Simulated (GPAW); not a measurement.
# C3H4OS (SMILES C#COCS) at PBE/real-space grid (scalar-relativistic datasets)

Aim: energy and one-electron properties of C3H4OS. The job is set up through an ASE script.

The results are computed with GPAW 26.7.0.

5 further runs of the same task are left out: 2 that didn't finish, 3 set aside as unsound or not needed.

## Step 1: The structure to begin with

C3H4OS: 9 atoms, total charge 0, spin state singlet. As SMILES, `C#COCS`. The coordinates come from a GFN2-xTB relaxation. This is one conformer, not always the lowest.

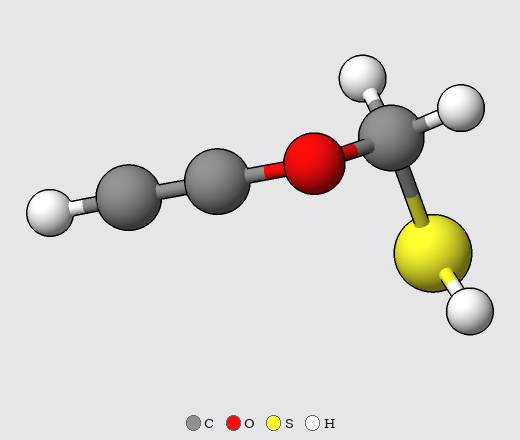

The structure, seen from a chosen angle (carbon grey, oxygen red, sulfur yellow, hydrogen white).

## Step 2: Energy and one-electron properties at PBE/real-space grid (scalar-relativistic datasets)

Contents of sp.py:

```python
import numpy as np
from ase import Atoms
from ase.units import Debye
from gpaw import GPAW

atoms = Atoms(['C', 'C', 'O', 'C', 'S', 'H', 'H', 'H', 'H'],
    positions=[[  2.301140,   0.260950,   0.194800],
               [  1.193030,  -0.035280,   0.534780],
               [ -0.019760,  -0.362460,   0.896810],
               [ -0.934500,  -0.588460,  -0.127390],
               [ -1.485580,   0.954050,  -0.968640],
               [  3.282860,   0.529140,  -0.046930],
               [ -0.523870,  -1.211530,  -0.928120],
               [ -1.804790,  -1.063580,   0.325770],
               [ -2.008540,   1.517160,   0.118910]])
atoms.center(vacuum=4.5)

gpaw_calc = GPAW(mode='fd', h=0.18, xc='PBE', maxiter=150, txt='-')
atoms.calc = gpaw_calc

energy = atoms.get_potential_energy()
print(f'Energy                  {energy:.5f} eV')
forces = atoms.get_forces()
print('Forces (eV/Ang)')
for symbol, f in zip(atoms.symbols, forces):
    print(f'{symbol:2} {f[0]:9.4f} {f[1]:9.4f} {f[2]:9.4f}')
dipole = atoms.get_dipole_moment() / Debye
print(f'Dipole                  {np.linalg.norm(dipole):.3f} D')
homo, lumo = gpaw_calc.get_homo_lumo()
print(f'HOMO: {homo:.3f} eV')
print(f'LUMO: {lumo:.3f} eV')
print(f'Gap = {lumo - homo:.3f} eV')
```

The run is started by

```console
$ python3 -u sp.py | tee sp.out
```

What values should one expect? Wanted: energy as printed; dipole moment; HOMO energy; LUMO energy; HOMO–LUMO gap; largest force on an atom.

Computed results:

Level: PBE/real-space grid (scalar-relativistic datasets).

```
                                              quantity        value
energy as printed (from the program's reference atoms)  -49.4468 eV
                                         dipole moment       1.18 D
                                           HOMO energy     -6.11 eV
                                           LUMO energy     -1.09 eV
                                         HOMO–LUMO gap      5.02 eV
                              largest force on an atom   1.595 eV/Å
```

The largest force is 1.60 eV/Å: the shape isn't a stationary point for this species at this level.
